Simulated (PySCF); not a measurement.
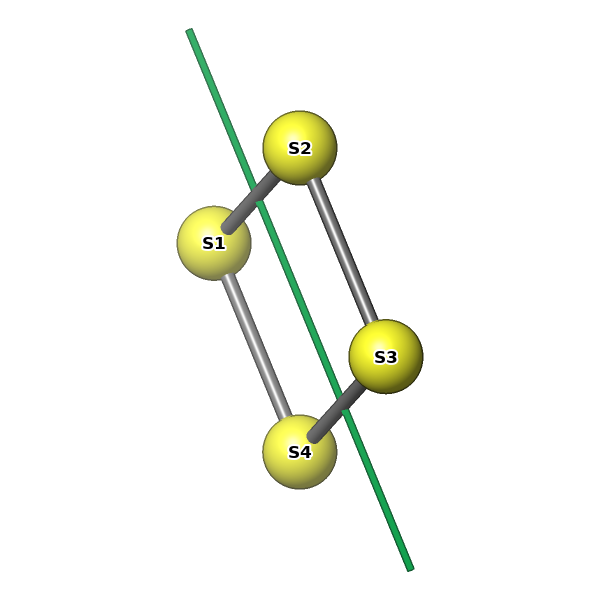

A line through the centre of mass is drawn in. Distant atoms are faded towards the background colour. Charge +2, singlet. The geometry was computed by an optimisation with PBE0-D3(BJ)/def2-SVP. No frequency run is at hand to confirm it as a minimum.

Q: Is the line a proper rotation axis of the structure, and of what order?

A: Yes, a C2 axis. A turn by 180° leaves no atom in place and moves S1 ↔ S2; S3 ↔ S4. The point group is D4h.
